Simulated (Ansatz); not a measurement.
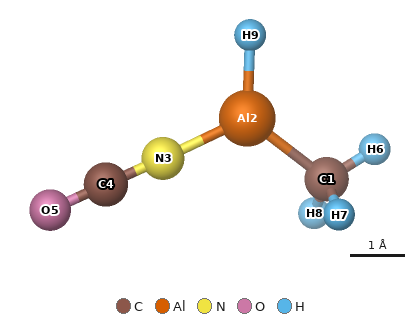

The structure as given in the input (ball-and-stick view, seen at a tilt; atoms are numbered from 1 in the order of the input). Sticks mark near contacts. Bond lengths as drawn: Al–C 1.94 Å, Al–H 1.58 Å, Al–N 1.78 Å, C–H 1.09 to 1.10 Å, C–N 1.19 Å and C–O 1.17 Å.

# Two runs on C₂H₄AlNO

System: C₂H₄AlNO, SMILES [CH3][AlH][N]=C=O.
Method of the first run: RKS PBE0-D4/def2-TZVPP (Ansatz 0.2.0).

The geometry comes from this level: PBE0-D4/def2-TZVP. Text and figures count atoms from 1; the logs count them from 0 in places.

Input file, the first run:
```yaml
crystal:
  periodic: [false, false, false]
  atoms:
    - {symbol: C, position_ang: [-1.479795, -0.787162, 0.045391]}
    - {symbol: Al, position_ang: [0.119957, -0.030748, 0.835226]}
    - {symbol: N, position_ang: [1.322483, 0.697022, -0.251718]}
    - {symbol: C, position_ang: [2.142522, 1.192162, -0.965715]}
    - {symbol: O, position_ang: [2.941840, 1.675124, -1.665548]}
    - {symbol: H, position_ang: [-2.104258, -1.304890, 0.776994]}
    - {symbol: H, position_ang: [-2.087958, -0.002442, -0.416842]}
    - {symbol: H, position_ang: [-1.228129, -1.494406, -0.750743]}
    - {symbol: H, position_ang: [0.461938, 0.009040, 2.375856]}
basis:
  gaussian: {orbitals: def2-TZVPP}
hamiltonian: {xc: pbe0, dispersion: d4}
output: {orbitals: {seedname: orbitals}}
```

Hardware: 2 CPU threads, shared host.

Output (the first run):
```
Functional definition: PBE0
  parameter a = 0.25
  parameter kappa = 0.804
  parameter beta = 0.06672455060314922
  exchange = (1 - a)*pbe_x(kappa = kappa, mu = beta*pi^2/3) + a*exact_x
  correlation = pbe_c(beta = beta)
1202 factors; their error is unknown
mean field evaluation 1: about -12256.6073 eV, gradient 7.5e1 eV
mean field evaluation 2: about -12249.9671 eV, gradient 9.0e1 eV
mean field evaluation 4: about -12267.4475 eV, gradient 7.2e0 eV
mean field evaluation 8: about -12267.5525 eV, gradient 1.3e-1 eV
mean field evaluation 16: about -12267.5771 eV, gradient 4.5e-5 eV
mean field -12267.57712272 eV, -450.8251439977 hartree, gradient 4.5e-5 eV, S^2 0.000000; 0 other end points of the search recorded, 0 dependent functions left out
reference -12267.57715600 eV, -450.8251452207 hartree; 22, 22 occupied and 200, 200 virtual orbitals, 1202 factors
Total energy: -12267.70707182 eV, -450.8299195390 hartree
```

The input of the second run differs as follows (lines with − go, lines with + come):
```diff
-  gaussian: {orbitals: def2-TZVPP}
+  gaussian: {orbitals: def2-SVP}
```

How does the second run compare with the first run?

The total energy of the second run is 203.4 kcal/mol higher, which measures the change of basis and not a stability. The HOMO goes from −8.07 to −7.97 eV. The LUMO goes from −1.28 to −1.20 eV. The basis functions go from 222 to 94.

Output (the second run):
```
Functional definition: PBE0
  parameter a = 0.25
  parameter kappa = 0.804
  parameter beta = 0.06672455060314922
  exchange = (1 - a)*pbe_x(kappa = kappa, mu = beta*pi^2/3) + a*exact_x
  correlation = pbe_c(beta = beta)
1089 factors; their error is unknown
mean field evaluation 1: about -12249.8346 eV, gradient 6.5e1 eV
mean field evaluation 2: about -12244.7933 eV, gradient 7.9e1 eV
mean field evaluation 4: about -12258.6023 eV, gradient 4.6e0 eV
mean field evaluation 8: about -12258.6475 eV, gradient 3.1e-1 eV
mean field evaluation 16: about -12258.7574 eV, gradient 2.6e-5 eV
mean field -12258.75743628 eV, -450.5010264992 hartree, gradient 2.6e-5 eV, S^2 0.000000; 0 other end points of the search recorded, 0 dependent functions left out
reference -12258.75746369 eV, -450.5010275062 hartree; 22, 22 occupied and 72, 72 virtual orbitals, 1089 factors
Total energy: -12258.88737951 eV, -450.5058018245 hartree
```

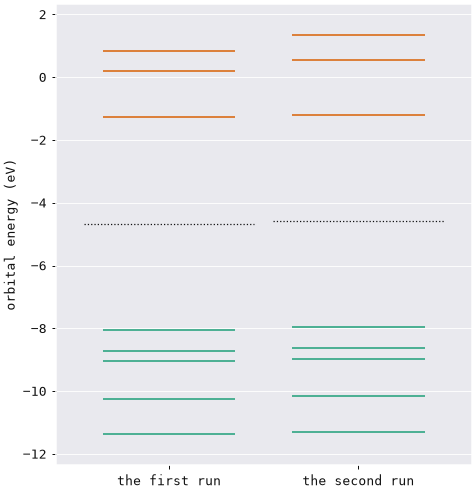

The five highest filled and three lowest empty orbital energies of the two runs; the dotted lines part filled from empty levels. The HOMO–LUMO gap is 6.79 eV in the first run and 6.77 eV in the second run.

The two runs side by side:

| quantity | the first run | the second run |
| --- | --- | --- |
| outcome | converged | converged |
| total energy (hartree) | −450.829920 | −450.505802 |
| HOMO (eV) | −8.07 | −7.97 |
| LUMO (eV) | −1.28 | −1.20 |
| basis functions | 222 | 94 |
| wall time (shared host) | 1.9 s | 0.7 s |
